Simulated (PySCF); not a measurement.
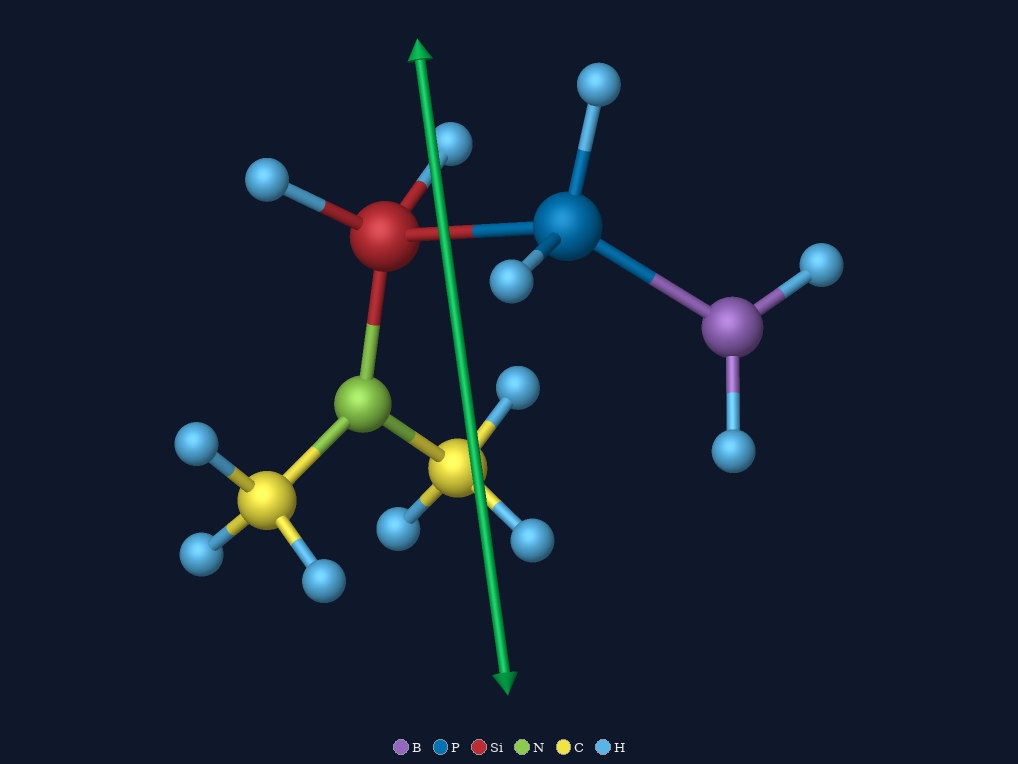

The double arrow shows the direction of the transition dipole to excited singlet state 6 (its length means nothing). The species has charge +1 and is a spin singlet. The geometry was computed by an optimisation with PBE0-D3(BJ)/def2-SVP. No frequency run is at hand to confirm it as a minimum. Method: TDDFT CAM-B3LYP/def2-SVPD, vertical, gas phase, core orbitals frozen in the response (PySCF 2.14.0).

Question: Give its energy, strength and character.

Answer: 6.70 eV (185 nm), oscillator strength 0.018, mainly HOMO → LUMO+3 (weight 0.68); transition dipole 0.83 D.
